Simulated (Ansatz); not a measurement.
**Two runs on Ge2H2**

System: Ge2H2, multiplicity 3.
Method of run A: UKS r2SCAN-D4/def2-TZVP (Ansatz 0.2.0).

The geometry: r2SCAN-D4/def2-TZVP start. Text and figures count atoms from 1; the logs count them from 0 in places.

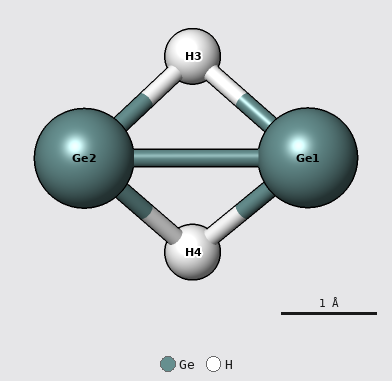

**Figure 1.** The starting structure (ball-and-stick view, seen on its broad side; atoms are numbered from 1 in the order of the input). Sticks mark near contacts. Bond lengths as drawn: Ge–Ge 2.36 Å and Ge–H 1.76 Å.

### Input, run A
```yaml
crystal:
  periodic: [false, false, false]
  atoms:
    - {symbol: Ge, position_ang: [0.655987, 0.111114, -1.051094]}
    - {symbol: Ge, position_ang: [-0.088453, -0.675556, 1.040807]}
    - {symbol: H, position_ang: [0.366704, 0.927620, 0.479328]}
    - {symbol: H, position_ang: [-0.934238, -0.363189, -0.469031]}
basis:
  gaussian: {orbitals: def2-TZVP}
magnetization: {spin_polarized: true, initial_magnetization: 2}
hamiltonian: {xc: r2scan, dispersion: d4}
scf: {omitted_lower_state_checks: [starts]}
output: {orbitals: {seedname: orbitals}}
relax: {f_tol: 0.02, max_steps: 100}
```

Command:
```bash
ansatz run in.yaml --threads 4 --pin off --events-out ev --progress --plain --max-ram 3916MiB
```

Hardware: 4 threads of Arm Neoverse V2, 23 GiB of memory available, shared host.

### Output, shortened to warnings, some set-up lines, iterations and results (run A)
```
[...]
mean field evaluation 1: about -113064.4187 eV, gradient 1.7e1 eV
mean field evaluation 2: about -113064.2520 eV, gradient 1.8e1 eV
mean field evaluation 4: about -113065.5211 eV, gradient 7.3e-1 eV
mean field evaluation 8: about -113065.5090 eV, gradient 3.0e-2 eV
mean field evaluation 16: about -113065.5090 eV, gradient 1.2e-3 eV
[... 12 lines ...]
mean field evaluation 192: about -113065.7856 eV, gradient 1.7e-5 eV
relax step   8: F+E_penalty+E_count = -113065.80186693 eV  Δ(F+E_penalty+E_count) = -6.483e-5 eV  max|allowed force component| = 1.296e-1 eV/Å  Δτ_max = 0.0049 Å  (97 SCF …
relax step   9: F+E_penalty+E_count = -113065.80589943 eV  Δ(F+E_penalty+E_count) = -4.033e-3 eV  max|allowed force component| = 6.549e-2 eV/Å  Δτ_max = 0.0703 Å  (102 SCF …
mean field evaluation 224: about -113065.7905 eV, gradient 1.1e-4 eV
relax step  10: F+E_penalty+E_count = -113065.80682009 eV  Δ(F+E_penalty+E_count) = -9.207e-4 eV  max|allowed force component| = 1.683e-2 eV/Å  Δτ_max = 0.0280 Å  (103 SCF …
these checks for a lower state are left out or cut short: starts
804 factors; their error is unknown
mean field -113065.79045112 eV, -4155.0911603333 hartree, gradient 1.5e-8 eV, S^2 2.013962; 0 other end points of the search recorded, 0 dependent functions left out
the calculation of the forces begins
reference -113065.79046100 eV, -4155.0911606964 hartree; 34, 32 occupied and 74, 76 virtual orbitals, 804 factors
Total energy: -113065.80682996 eV, -4155.0917622447 hartree
Atom 0 at     0.494790     0.421060    -1.251780 Å, force    -0.003656     0.001478    -0.002104 eV/Å
Atom 1 at    -0.395485    -0.519720     1.250024 Å, force    -0.004622     0.000472    -0.000104 eV/Å
Atom 2 at     0.618922     0.707965     0.486514 Å, force    -0.008550    -0.013005    -0.008175 eV/Å
Atom 3 at    -0.718227    -0.609316    -0.484749 Å, force     0.016828     0.011055     0.010384 eV/Å
Dipole moment:    -0.006258     0.006487     0.000212 e Å
Checks for a lower state left out: starts
```

The input of run B differs as follows (lines with − go, lines with + come):
```diff
-magnetization: {spin_polarized: true, initial_magnetization: 2}
+total_charge: 1
+magnetization: {spin_polarized: true, initial_magnetization: 1}
```

Predict how the results change.

The two differ by one electron: with each relaxed, removing it changes the energy by 6.28 eV. The HOMO goes from −3.82 to −12.03 eV. The LUMO goes from −3.44 to −10.31 eV. On the same kind of shared host run B took about 0.11 times as long.

### Output, shortened to warnings, some set-up lines, iterations and results (run B)
```
[...]
mean field evaluation 1: about -113056.8461 eV, gradient 2.0e1 eV
mean field evaluation 2: about -113056.7178 eV, gradient 2.0e1 eV
mean field evaluation 4: about -113059.4921 eV, gradient 9.1e-1 eV
mean field evaluation 8: about -113059.4824 eV, gradient 4.6e-2 eV
mean field evaluation 16: about -113059.4824 eV, gradient 2.1e-5 eV
relax step   1: F+E_penalty+E_count = -113059.49514635 eV  Δ(F+E_penalty+E_count) = +0.000e0 eV  max|allowed force component| = 6.320e-1 eV/Å  Δτ_max = 0.0000 Å  (30 SCF …
relax step   2: F+E_penalty+E_count = -113059.51583501 eV  Δ(F+E_penalty+E_count) = -2.069e-2 eV  max|allowed force component| = 1.425e-1 eV/Å  Δτ_max = 0.0261 Å  (34 SCF …
relax step   3: F+E_penalty+E_count = -113059.52080893 eV  Δ(F+E_penalty+E_count) = -4.974e-3 eV  max|allowed force component| = 6.624e-2 eV/Å  Δτ_max = 0.0250 Å  (34 SCF …
mean field evaluation 32: about -113059.5235 eV, gradient 5.9e-1 eV
relax step   4: F+E_penalty+E_count = -113059.52186286 eV  Δ(F+E_penalty+E_count) = -1.054e-3 eV  max|allowed force component| = 1.469e-2 eV/Å  Δτ_max = 0.0139 Å  (32 SCF …
these checks for a lower state are left out or cut short: starts
804 factors; their error is unknown
mean field -113059.50876462 eV, -4154.8603126123 hartree, gradient 8.0e-5 eV, S^2 0.762057; 0 other end points of the search recorded, 0 dependent functions left out
the calculation of the forces begins
reference -113059.50877520 eV, -4154.8603130011 hartree; 33, 32 occupied and 75, 76 virtual orbitals, 804 factors
Total energy: -113059.52187344 eV, -4154.8607943526 hartree
Atom 0 at     0.652633     0.143428    -1.090480 Å, force     0.011904    -0.004194    -0.010620 eV/Å
Atom 1 at    -0.120059    -0.673096     1.080829 Å, force     0.004451    -0.012070     0.010324 eV/Å
Atom 2 at     0.387906     0.913924     0.481729 Å, force    -0.001662     0.014597     0.004898 eV/Å
Atom 3 at    -0.920480    -0.384267    -0.472067 Å, force    -0.014694     0.001667    -0.004602 eV/Å
Dipole moment:    -0.046173     0.045920     0.000837 e Å
Checks for a lower state left out: starts
```

### The two runs side by side

```tsv
quantity	run A	run B
outcome	converged	converged
total energy (hartree)	−4155.091762	−4154.860794
HOMO (eV)	−3.82	−12.03
LUMO (eV)	−3.44	−10.31
dipole moment (D)	0.04	–
⟨S²⟩	2.014	0.762
largest force (eV/Å)	0.023	0.016
basis functions	108	108
wall time (shared host)	1.8 min	12 s
```
